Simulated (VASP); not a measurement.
# CdCuCl3 with r2SCAN: from relaxation to properties, part 3 of 5

Aim: relax CdCuCl3, then compute properties on the relaxed cell. The cell is invented: it takes the structure of COD entry 1010123, CsCdCl3 (space group 221 there), with some of its atoms replaced by other elements, volume scaled by an estimate. It may not be a known or stable phase.

VASP 6.6.1, plane waves and PAW; the level of theory is named at each step.

So far, gap on the k-mesh (eV): step 2 (rough relaxation of the start cell) 1.12; step 3 (full relaxation (r2SCAN)) 1.14. The relaxed cell has a = 5.093 Å (conventional setting).

**5. Bands along the symmetry lines (r2SCAN)**

Level of this step: r2SCAN; plane waves and PAW (Cd, Cu, Cl); invented cell (VASP).

Levels along the symmetry lines show where the bands peak and cross; KPOINTS_OPT computes them in the converged potential.

INCAR reads:

```
SYSTEM = CdCuCl3
PREC = Accurate
ENCUT = 400
EDIFF = 1E-06
NELM = 100
ISMEAR = 0
SIGMA = 0.05
LREAL = .FALSE.
ALGO = Normal
METAGGA = R2SCAN
LASPH = .TRUE.
NBANDS = 37
LORBIT = 11
LWAVE = .FALSE.
LCHARG = .FALSE.
KPAR = 2
```

POSCAR reads:

```
CdCuCl3
1.0
    5.0933261940      0.0000000000      0.0000000000
    0.0000000000      5.0933261940      0.0000000000
    0.0000000000      0.0000000000      5.0933261940
Cd Cu Cl
1 1 3
Direct
    0.5000000000      0.5000000000      0.5000000000
    0.0000000000      0.0000000000      0.0000000000
    0.0000000000      0.5000000000      0.5000000000
    0.5000000000      0.0000000000      0.5000000000
    0.5000000000      0.5000000000      0.0000000000
```

KPOINTS reads:

```
Automatic mesh
0
Gamma
5 5 5
0 0 0
```

KPOINTS_OPT reads:

```
Line mode
16
Line-mode
Reciprocal
  0.00000000   0.00000000   0.00000000 GAMMA
  0.00000000   0.50000000   0.00000000 X

  0.00000000   0.50000000   0.00000000 X
  0.50000000   0.50000000   0.00000000 M

  0.50000000   0.50000000   0.00000000 M
  0.00000000   0.00000000   0.00000000 GAMMA

  0.00000000   0.00000000   0.00000000 GAMMA
  0.50000000   0.50000000   0.50000000 R

  0.50000000   0.50000000   0.50000000 R
  0.00000000   0.50000000   0.00000000 X

  0.50000000   0.50000000   0.00000000 M
  0.50000000   0.50000000   0.50000000 R
```

The projector-augmented-wave data sets are Cd, Cu and Cl (PBE family, release 64).

Launch:

```
$ mpirun -np 2 vasp_std
```

The program printed:

```text
[... set-up lines as in an earlier step ...]
 entering main loop
       N       E                     dE             d eps       ncg     rms          rms(c)
DAV:   1     0.299069373962E+03    0.29907E+03   -0.16607E+04   740   0.967E+02
DAV:   2    -0.236523671558E+02   -0.32272E+03   -0.29680E+03   780   0.269E+02
DAV:   3    -0.614235373385E+02   -0.37771E+02   -0.36662E+02   931   0.995E+01
DAV:   4    -0.628138172937E+02   -0.13903E+01   -0.13852E+01   886   0.199E+01
DAV:   5    -0.628675647469E+02   -0.53747E-01   -0.53725E-01  1060   0.386E+00    0.102E+01
DAV:   6    -0.516285684944E+02    0.11239E+02   -0.78806E+00   900   0.299E+01    0.114E+01
DAV:   7    -0.512886455827E+02    0.33992E+00   -0.12867E+00   977   0.113E+01    0.754E+00
DAV:   8    -0.512891355124E+02   -0.48993E-03   -0.30882E-01   897   0.438E+00    0.161E+00
DAV:   9    -0.512958641534E+02   -0.67286E-02   -0.13637E-02   959   0.874E-01    0.343E-01
DAV:  10    -0.512968751581E+02   -0.10110E-02   -0.51112E-03   987   0.411E-01    0.151E-01
DAV:  11    -0.512969947634E+02   -0.11961E-03   -0.35052E-04  1076   0.161E-01    0.654E-02
DAV:  12    -0.512971408351E+02   -0.14607E-03   -0.17171E-04   907   0.917E-02    0.167E-02
DAV:  13    -0.512971384626E+02    0.23725E-05   -0.70844E-06   951   0.139E-02    0.369E-03
DAV:  14    -0.512971380899E+02    0.37270E-06   -0.51771E-07   520   0.512E-03
   1 F= -.51297138E+02 E0= -.51297138E+02  d E =-.809055E-11
 Start KPOINTS_OPT (optional k-point list driver)
k-point batch [1-10\96]
       N       E                     dE             ncg
DAV:   1     0.168192397932E+04    0.31600E+01      740
DAV:   2    -0.158430704510E+04   -0.32662E+04      807
DAV:   3    -0.196587862114E+04   -0.38157E+03      910
DAV:   4    -0.198069695237E+04   -0.14818E+02      884
DAV:   5    -0.198117222914E+04   -0.47528E+00     1003
DAV:   6    -0.198119185426E+04   -0.19625E-01     1036
DAV:   7    -0.198119194115E+04   -0.86891E-04      998
DAV:   8    -0.198119194283E+04   -0.16762E-05      745
DAV:   9    -0.198119194294E+04   -0.10869E-06      560
[...]
k-point batch [91-96\96]
       N       E                     dE             ncg
DAV:   1     0.535262317004E+04   -0.60429E+04      444
DAV:   2     0.339543015885E+04   -0.19572E+04      472
DAV:   3     0.316109706666E+04   -0.23433E+03      595
DAV:   4     0.315335488589E+04   -0.77422E+01      528
DAV:   5     0.315309900338E+04   -0.25588E+00      530
DAV:   6     0.315308400146E+04   -0.15002E-01      659
DAV:   7     0.315308371160E+04   -0.28985E-03      575
DAV:   8     0.315308370987E+04   -0.17364E-05      507
DAV:   9     0.315308370977E+04   -0.10246E-06      380
```

Wall time 5.4 min (2 MPI ranks of AMD EPYC 7R43, shared host); peak memory 0.39 GiB; 11 min of CPU time.

OUTCAR, selected parts (step 5):

```text
   k-points           NKPTS =     10   k-points in BZ     NKDIM =     10   number of bands    NBANDS=     37

   NELECT =      44.0000    total number of electrons

 E-fermi :   0.1416

 k-point     1 :       0.0000    0.0000    0.0000
  band No.  band energies     occupation
    ...
     18      -0.2143      2.00000
     19      -0.2143      2.00000
     20      -0.1952      2.00000
     21      -0.1952      2.00000
     22      -0.1952      2.00000
     23       1.0494      0.00000
     24       2.3415      0.00000
     25       8.2179      0.00000
     26       8.2179      0.00000
     27       8.2179      0.00000
    ...

  Total       -0.0060237     -0.0060237     -0.0060237      0.0000000     -0.0000000      0.0000000
  in kB       -0.0730411     -0.0730411     -0.0730411      0.0000000     -0.0000000      0.0000000
  external PRESSURE =      -0.0730411 kB  Pullay stress =       0.0000000 kB

  FREE ENERGIE OF THE ION-ELECTRON SYSTEM (eV)
  ---------------------------------------------------
  free  energy   TOTEN  =       -51.2971380899 eV

  energy  without entropy=      -51.2971380899  energy(sigma->0) =      -51.29713809

[... 9 parts as in an earlier step ...]

[... 8 further parts left out ...]
```

Spin-orbit coupling is off here; it would split degenerate levels.

Numbers from this step:

- bands: 37
- Fermi energy: 0.1416 eV
- pressure: -0.007304 GPa
- least gap on mesh and path: 1.128 eV
- least direct gap on mesh and path: 1.244 eV
- valence top at k: 0.4667, 0.5, 0

The electronic bands at the labelled points (eV, zero at the valence-band top; v1 is the highest filled band, c1 the lowest empty one):

| point | v4 | v3 | v2 | v1 | c1 | c2 | c3 | c4 |
| --- | --- | --- | --- | --- | --- | --- | --- | --- |
| Γ | -0.14 | -0.12 | -0.12 | -0.12 | 1.13 | 2.42 | 8.30 | 8.30 |
| X | -0.10 | -0.02 | 0.00 | 0.00 | 2.40 | 5.15 | 5.39 | 7.29 |
| M | -0.08 | -0.03 | 0.00 | 0.00 | 2.43 | 6.53 | 6.53 | 6.53 |
| Γ | -0.14 | -0.12 | -0.12 | -0.12 | 1.13 | 2.42 | 8.30 | 8.30 |
| R | -0.12 | -0.12 | -0.09 | -0.09 | 1.49 | 6.97 | 6.97 | 6.97 |
| X | -0.10 | -0.02 | 0.00 | 0.00 | 2.40 | 5.15 | 5.39 | 7.29 |
| jump to M | -0.08 | -0.03 | 0.00 | 0.00 | 2.43 | 6.53 | 6.53 | 6.53 |
| R | -0.12 | -0.12 | -0.09 | -0.09 | 1.49 | 6.97 | 6.97 | 6.97 |

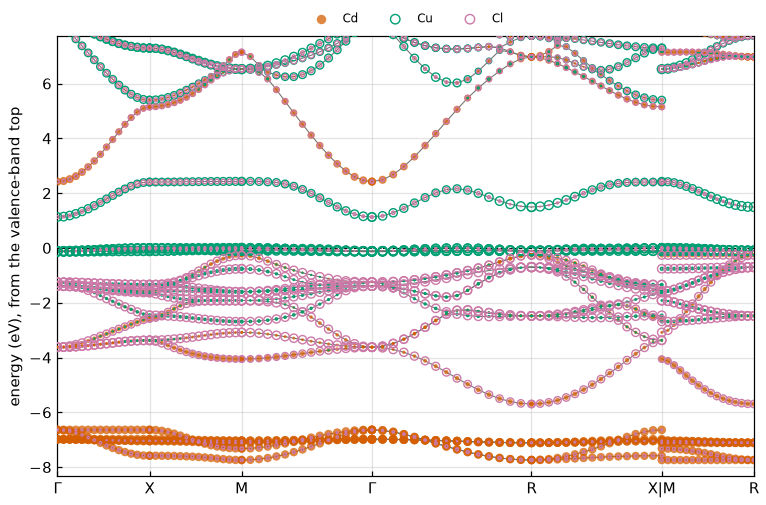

Electronic bands along the path; dots are coloured as in the legend, and their area grows with the weight.

The path finds the gap of the mesh within 0.02 eV, so the mesh comes close to both band edges.

**6. Density of states (r2SCAN)**

Here the states are counted by energy and projected on the atoms. The mesh is finer than in the run before.

Changes to INCAR since step 5:

```diff
@@ -5,3 +5,3 @@
 NELM = 100
-ISMEAR = 0
+ISMEAR = -5
 SIGMA = 0.05
@@ -16 +16,2 @@
 KPAR = 2
+NEDOS = 2001
```

POSCAR is that of step 5.

KPOINTS reads:

```
Automatic mesh
0
Gamma
8 8 8
0 0 0
```

Launch:

```
$ mpirun -np 2 vasp_std
```

The program printed:

```text
[... set-up lines as in an earlier step ...]
 entering main loop
       N       E                     dE             d eps       ncg     rms          rms(c)
DAV:   1     0.306528017344E+03    0.30653E+03   -0.16624E+04  2590   0.974E+02
DAV:   2    -0.229453048718E+02   -0.32947E+03   -0.30279E+03  2723   0.270E+02
DAV:   3    -0.614059687982E+02   -0.38461E+02   -0.37425E+02  3340   0.997E+01
DAV:   4    -0.628141495122E+02   -0.14082E+01   -0.14030E+01  3159   0.201E+01
DAV:   5    -0.628660046148E+02   -0.51855E-01   -0.51816E-01  3607   0.376E+00    0.102E+01
DAV:   6    -0.516293733238E+02    0.11237E+02   -0.82469E+00  3178   0.301E+01    0.114E+01
DAV:   7    -0.512883258452E+02    0.34105E+00   -0.12941E+00  3464   0.114E+01    0.754E+00
DAV:   8    -0.512893428606E+02   -0.10170E-02   -0.31527E-01  3086   0.442E+00    0.160E+00
DAV:   9    -0.512960132155E+02   -0.66704E-02   -0.13483E-02  3408   0.892E-01    0.344E-01
DAV:  10    -0.512970292764E+02   -0.10161E-02   -0.55508E-03  3411   0.420E-01    0.158E-01
DAV:  11    -0.512971047963E+02   -0.75520E-04   -0.35401E-04  3787   0.155E-01    0.751E-02
DAV:  12    -0.512972660444E+02   -0.16125E-03   -0.17775E-04  3108   0.914E-02    0.210E-02
DAV:  13    -0.512972629436E+02    0.31008E-05   -0.73227E-06  3430   0.147E-02    0.438E-03
DAV:  14    -0.512972624110E+02    0.53262E-06   -0.32713E-07  1869   0.530E-03
   1 F= -.51297262E+02 E0= -.51297262E+02  d E =0.000000E+00
```

The job ended after 3.4 min (2 MPI ranks; peak memory 0.49 GiB; 6.8 min of CPU time).

From OUTCAR (step 6):

```text
   k-points           NKPTS =     35   k-points in BZ     NKDIM =     35   number of bands    NBANDS=     37

   NELECT =      44.0000    total number of electrons

 E-fermi :  -0.0745

 k-point     1 :       0.0000    0.0000    0.0000
  band No.  band energies     occupation
    ...
     18      -0.2142      2.00000
     19      -0.2142      2.00000
     20      -0.1951      2.00000
     21      -0.1951      2.00000
     22      -0.1951      2.00000
     23       1.0494      0.00000
     24       2.3415      0.00000
     25       8.2180      0.00000
     26       8.2180      0.00000
     27       8.2180      0.00000
    ...

  Total       -0.0150172     -0.0150172     -0.0150172     -0.0000000     -0.0000000      0.0000000
  in kB       -0.1820936     -0.1820936     -0.1820936     -0.0000000     -0.0000000      0.0000000
  external PRESSURE =      -0.1820936 kB  Pullay stress =       0.0000000 kB

  FREE ENERGIE OF THE ION-ELECTRON SYSTEM (eV)
  ---------------------------------------------------
  free  energy   TOTEN  =       -51.2972624110 eV

  energy  without entropy=      -51.2972624110  energy(sigma->0) =      -51.29726241

[... 8 parts as in an earlier step ...]

[... 9 further parts left out ...]
```

Numbers from this step:

```yaml
irreducible_k_points: 35
free_energy_toten: -51.2973 eV
fermi_energy: -0.0745 eV
pressure: -0.01821 GPa
valence_top_at_k: 0.5, 0.5, 0
gap_on_the_k_mesh: 1.128 eV
```

The density of states has structure finer than the step of the table below, so its rows give means over 1 eV, whole bins alone (the curve runs from -12.0 to 9.05 eV). Peaks (eV: height): total -7.0: 55.7, -1.3: 13.0, -0.1: 63.7; Cl p -2.5: 4.66, -2.2: 4.01, -1.5: 7.38, -1.3: 8.21; Cu d -0.1: 60.0; Cu s 2.3: 2.01; Cd d -7.0: 51.5.

States under -12.0 eV and over 9.0 eV are left out. The density of states by energy, zero at the valence-band top; means over each step; values in states/eV/cell:

| energy (eV) | total | Cl p | Cu d | Cu s | Cd d | Cu p |
| --- | --- | --- | --- | --- | --- | --- |
| -9 | 0 | 0 | 0 | 0 | 0 | 0 |
| -8 | 1.37 | 0.116 | 0 | 0 | 1.12 | 0 |
| -7 | 8.64 | 0.205 | 1.4e-4 | 2.5e-4 | 7.79 | 1.2e-4 |
| -6 | 0.0279 | 0.0113 | 0 | 0 | 7.0e-5 | 0 |
| -5 | 0.617 | 0.258 | 1.1e-4 | 3.8e-5 | 0.0156 | 0 |
| -4 | 1.40 | 0.627 | 0.00116 | 7.5e-4 | 0.0694 | 2.1e-4 |
| -3 | 2.81 | 1.42 | 0.00713 | 0.0275 | 0.122 | 0.00231 |
| -2 | 5.83 | 3.20 | 0.0702 | 0.0261 | 0.211 | 0.0114 |
| -1 | 7.05 | 4.47 | 0.164 | 3.3e-4 | 0.227 | 0.00363 |
| 0 | 10.3 | 0.405 | 9.28 | 0.00171 | 0.0486 | 3.7e-4 |
| 1 | 0.0441 | 0.00218 | 0 | 0.0154 | 0 | 6.3e-5 |
| 2 | 1.96 | 0.209 | 0.00348 | 0.749 | 0.00141 | 0.00194 |
| 3 | 0.114 | 0.00884 | 0 | 0.00141 | 2.0e-4 | 0 |
| 4 | 0.309 | 0.0406 | 0 | 0 | 0.00205 | 1.8e-5 |
| 5 | 0.702 | 0.124 | 0 | 2.5e-5 | 0.00993 | 0.00263 |
| 6 | 2.26 | 0.183 | 0.00222 | 0.0105 | 0.00951 | 0.245 |
| 7 | 4.25 | 0.347 | 0.00913 | 0.00755 | 0.00810 | 0.711 |
| 8 | 1.21 | 0.0777 | 0.00356 | 5.7e-4 | 0.00545 | 0.111 |

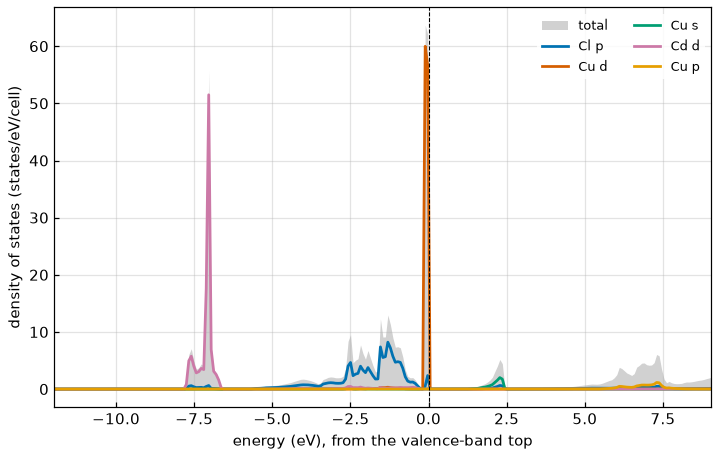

Density of states, plotted against energy.

The gap on this mesh is 1.13 eV. In the top eV of the valence band the largest shares in the PAW spheres are Cu d 74 % and Cl p 15 %. The rest lies in smaller channels or between the spheres.

**7. Band structure (r2SCAN + SOC)**

This step: r2SCAN, spin-orbit coupling; plane waves and PAW (Cd, Cu, Cl); invented cell (VASP 6.6.1).

The mesh alone shows little of the dispersion and can miss band extrema, so KPOINTS_OPT adds a path through the symmetry points after the self-consistent cycle. Spin-orbit coupling needs spinors and the noncollinear program, where each band holds one electron.

INCAR reads:

```
SYSTEM = CdCuCl3
PREC = Accurate
ENCUT = 400
EDIFF = 1E-06
NELM = 100
ISMEAR = 0
SIGMA = 0.05
LREAL = .FALSE.
ALGO = Normal
METAGGA = R2SCAN
LASPH = .TRUE.
LNONCOLLINEAR = .TRUE.
MAGMOM = 0 0 0 0 0 0 0 0 0 0 0 0 0 0 0
NBANDS = 56
GGA_COMPAT = .FALSE.
LSORBIT = .TRUE.
LMAXMIX = 4
LORBIT = 11
LWAVE = .FALSE.
LCHARG = .FALSE.
KPAR = 2
```

POSCAR is that of step 6.

KPOINTS reads:

```
Automatic mesh
0
Gamma
4 4 4
0 0 0
```

KPOINTS_OPT is that of step 5.

Launch:

```
$ mpirun -np 2 vasp_ncl
```

The program printed:

```text
[... set-up lines as in an earlier step ...]
 entering main loop
       N       E                     dE             d eps       ncg     rms          rms(c)
DAV:   1     0.363974783849E+03    0.36397E+03   -0.16509E+04  1120   0.130E+03
DAV:   2     0.645101482275E+00   -0.36333E+03   -0.34131E+03  1200   0.361E+02
DAV:   3    -0.592538004897E+02   -0.59899E+02   -0.57961E+02  1520   0.153E+02
DAV:   4    -0.628213160997E+02   -0.35675E+01   -0.35456E+01  1584   0.409E+01
DAV:   5    -0.629100382410E+02   -0.88722E-01   -0.88655E-01  1528   0.545E+00    0.110E+01
DAV:   6    -0.516413157382E+02    0.11269E+02   -0.98624E+00  1360   0.396E+01    0.119E+01
DAV:   7    -0.513104376938E+02    0.33088E+00   -0.16309E+00  1368   0.146E+01    0.773E+00
DAV:   8    -0.513197842526E+02   -0.93466E-02   -0.31512E-01  1312   0.548E+00    0.193E+00
DAV:   9    -0.513269958675E+02   -0.72116E-02   -0.27101E-02  1464   0.141E+00    0.546E-01
DAV:  10    -0.513274048661E+02   -0.40900E-03   -0.40332E-03  1480   0.473E-01    0.197E-01
DAV:  11    -0.513279033465E+02   -0.49848E-03   -0.24597E-03  1232   0.291E-01    0.123E-01
DAV:  12    -0.513279456938E+02   -0.42347E-04   -0.72217E-04  1376   0.271E-01    0.485E-02
DAV:  13    -0.513279991731E+02   -0.53479E-04   -0.12757E-04  1352   0.102E-01    0.119E-02
DAV:  14    -0.513279994709E+02   -0.29777E-06   -0.11513E-05  1624   0.279E-02    0.396E-03
DAV:  15    -0.513280002716E+02   -0.80076E-06   -0.44648E-07   856   0.635E-03
   1 F= -.51328000E+02 E0= -.51328000E+02  d E =-.452180E-12  mag=     0.0000     0.0000     0.0000
 Start KPOINTS_OPT (optional k-point list driver)
k-point batch [1-10\96]
       N       E                     dE             ncg
DAV:   1     0.225340753834E+04    0.11580E+04     1120
DAV:   2    -0.135842159119E+04   -0.36118E+04     1200
DAV:   3    -0.194463617781E+04   -0.58621E+03     1400
DAV:   4    -0.198032781406E+04   -0.35692E+02     1400
DAV:   5    -0.198175030411E+04   -0.14225E+01     1488
DAV:   6    -0.198180999051E+04   -0.59686E-01     1520
DAV:   7    -0.198181064348E+04   -0.65297E-03     1520
DAV:   8    -0.198181065715E+04   -0.13668E-04     1304
DAV:   9    -0.198181065732E+04   -0.17425E-06      776
[...]
k-point batch [91-96\96]
       N       E                     dE             ncg
DAV:   1     0.555117911858E+04   -0.54648E+04      672
DAV:   2     0.340371645305E+04   -0.21475E+04      736
DAV:   3     0.309036466447E+04   -0.31335E+03      864
DAV:   4     0.307164489966E+04   -0.18720E+02      808
DAV:   5     0.307074044808E+04   -0.90445E+00     1032
DAV:   6     0.307073016975E+04   -0.10278E-01      936
DAV:   7     0.307072965688E+04   -0.51287E-03     1040
DAV:   8     0.307072965194E+04   -0.49362E-05      784
DAV:   9     0.307072965186E+04   -0.83515E-07      632
```

Wall time 26 min (2 MPI ranks); peak memory 0.92 GiB.

OUTCAR, selected parts (step 7):

```text
   k-points           NKPTS =     10   k-points in BZ     NKDIM =     10   number of bands    NBANDS=     56

   NELECT =      44.0000    total number of electrons

 E-fermi :   0.2553

 k-point     1 :       0.0000    0.0000    0.0000
  band No.  band energies     occupation
    ...
     40      -0.0989      1.00000
     41      -0.0989      1.00000
     42      -0.0989      1.00000
     43      -0.0873      1.00000
     44      -0.0873      1.00000
     45       1.0487      0.00000
     46       1.0487      0.00000
     47       2.3413      0.00000
     48       2.3413      0.00000
     49       8.1372      0.00000
    ...

  Total       -0.0238887     -0.0238887     -0.0238887      0.0000000     -0.0000000      0.0000000
  in kB       -0.2896663     -0.2896663     -0.2896663      0.0000000     -0.0000000      0.0000000
  external PRESSURE =      -0.2896663 kB  Pullay stress =       0.0000000 kB

  FREE ENERGIE OF THE ION-ELECTRON SYSTEM (eV)
  ---------------------------------------------------
  free  energy   TOTEN  =       -51.3280002716 eV

  energy  without entropy=      -51.3280002716  energy(sigma->0) =      -51.32800027

 Spin-Orbit-Coupling matrix elements
 Ion:    1  E_soc:     -0.0491831
 Ion:    2  E_soc:     -0.0063138
 Ion:    3  E_soc:     -0.0030909
 Ion:    4  E_soc:     -0.0030909
 Ion:    5  E_soc:     -0.0030909

 magnetization (x)
# of ion       s       p       d       tot
------------------------------------------
    1        0.000  -0.000  -0.000  -0.000
    2       -0.000  -0.000  -0.000  -0.000
    3        0.000   0.000   0.000   0.000
    4        0.000   0.000   0.000   0.000
    5        0.000   0.000   0.000   0.000
--------------------------------------------------
tot         -0.000  -0.000  -0.000  -0.000

 magnetization (y)
# of ion       s       p       d       tot
------------------------------------------
    1        0.000  -0.000   0.000   0.000
    2        0.000   0.000   0.000   0.000
    3        0.000   0.000   0.000   0.000
    4        0.000   0.000   0.000   0.000
    5        0.000  -0.000   0.000  -0.000
--------------------------------------------------
tot          0.000  -0.000   0.000   0.000

 magnetization (z)
# of ion       s       p       d       tot
------------------------------------------
    1       -0.000   0.000   0.000   0.000
    2       -0.000   0.000  -0.000  -0.000
    3        0.000  -0.000   0.000  -0.000
    4        0.000   0.000   0.000   0.000
    5        0.000   0.000   0.000   0.000
--------------------------------------------------
tot         -0.000   0.000  -0.000   0.000

[... 8 parts as in an earlier step ...]

[... 9 further parts left out ...]
```

This step gave:

| Item | Value |
| --- | --- |
| SCF cycles | 15 |
| bands | 56 |
| irreducible k-points | 10 |
| free energy (TOTEN) | -51.3280 eV |
| Fermi energy | 0.2553 eV |
| pressure | -0.02897 GPa |
| least gap on mesh and path | 1.029 eV |
| least direct gap on mesh and path | 1.136 eV |

On-site spin-orbit energy by atom:

| atom | on-site spin-orbit energy (eV) |
| --- | --- |
| Cd1 | -0.0492 |
| Cu2 | -0.0063 |
| Cl3 | -0.0031 |
| Cl4 | -0.0031 |
| Cl5 | -0.0031 |

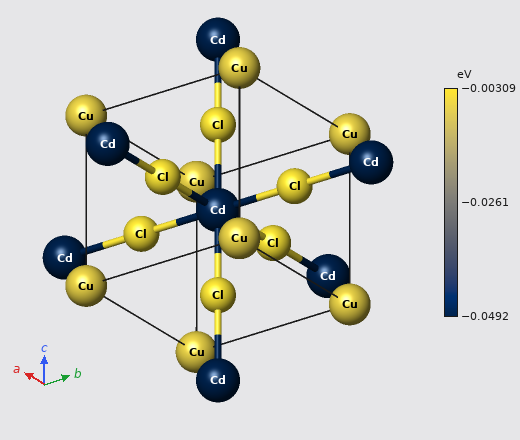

Atoms coloured by on-site spin-orbit energy. Some periodic images of atoms are drawn too.

Electronic bands along the path, in eV, zero at the valence-band top; v1 is the highest filled band, c1 the lowest empty one:

| point | v4 | v3 | v2 | v1 | c1 | c2 | c3 | c4 |
| --- | --- | --- | --- | --- | --- | --- | --- | --- |
| Γ | -0.12 | -0.12 | -0.11 | -0.11 | 1.03 | 1.03 | 2.32 | 2.32 |
| X | -0.05 | -0.05 | -0.01 | -0.01 | 2.30 | 2.30 | 5.05 | 5.05 |
| M | -0.04 | -0.04 | 0.00 | 0.00 | 2.33 | 2.33 | 6.39 | 6.39 |
| Γ | -0.12 | -0.12 | -0.11 | -0.11 | 1.03 | 1.03 | 2.32 | 2.32 |
| R | -0.09 | -0.09 | -0.09 | -0.09 | 1.39 | 1.39 | 6.67 | 6.67 |
| X | -0.05 | -0.05 | -0.01 | -0.01 | 2.30 | 2.30 | 5.05 | 5.05 |
| jump to M | -0.04 | -0.04 | 0.00 | 0.00 | 2.33 | 2.33 | 6.39 | 6.39 |
| R | -0.09 | -0.09 | -0.09 | -0.09 | 1.39 | 1.39 | 6.67 | 6.67 |

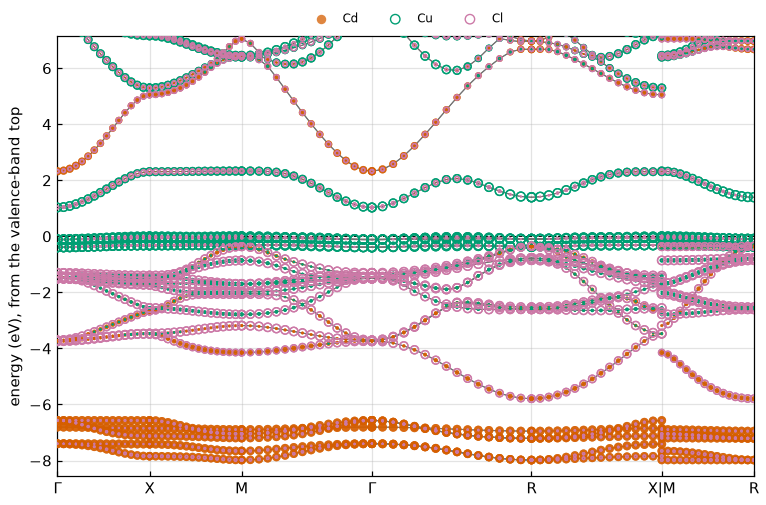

Electronic bands along the path; dots are coloured as in the legend, and their area grows with the weight.

The gap moves by -0.10 eV against r2SCAN, which ran on another mesh.

[end of part 3 of 5]

[Lines on the potential files, build, host, timing and source positions are cut from VASP's logs without a mark.]

[Logs are printed without paths, hosts, clocks, repeated set-up lines and the standing remarks that a program may print on its own settings, such as how far it seeks lower states.]

[Hosts, paths, dates, database ids (printed as entryN), source tags and the programs' standing remarks are cut or masked in the printed files.]

[A measured line is paired with the nearest computed mode of its activity, which favours agreement.]
